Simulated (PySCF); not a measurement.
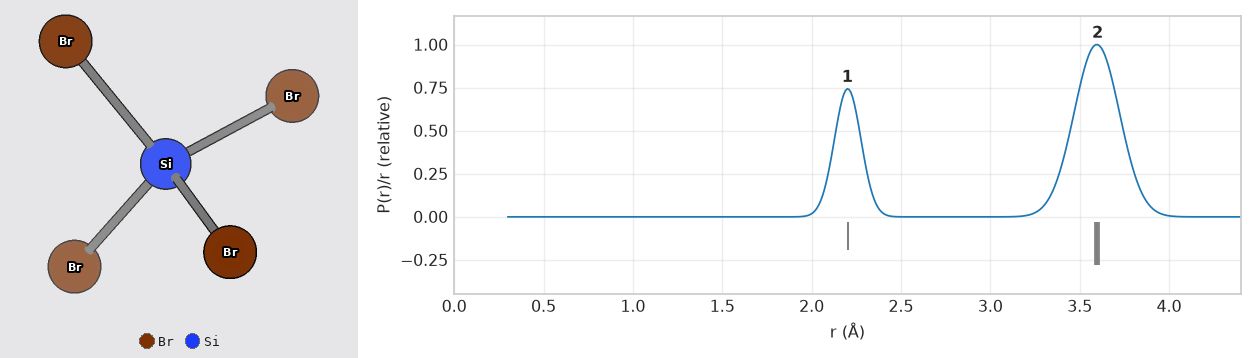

Simulated gas electron diffraction: radial distribution curve of Br4Si. Each pair of atoms contributes with weight ZᵢZⱼ/r (bars below the curve); damping constant 0.0015 Å²; vibrational amplitudes assumed, not computed: 0.05 Å for bonds, 0.078 Å for bonds to H, 0.06 + 0.015 r up to 0.15 Å for other pairs. The geometry is the end point of an optimisation (PBE0-D3(BJ)/def2-SVP geometry optimisation, gas phase (PySCF)); it may be a saddle point or a higher isomer.

Read the positions of the numbered peaks and name the main pairs (– for bonds).

Peak 1, 2.20 Å: Br–Si 2.20 Å (×4)
Peak 2, 3.60 Å: Br···Br 3.59–3.61 Å (×6)
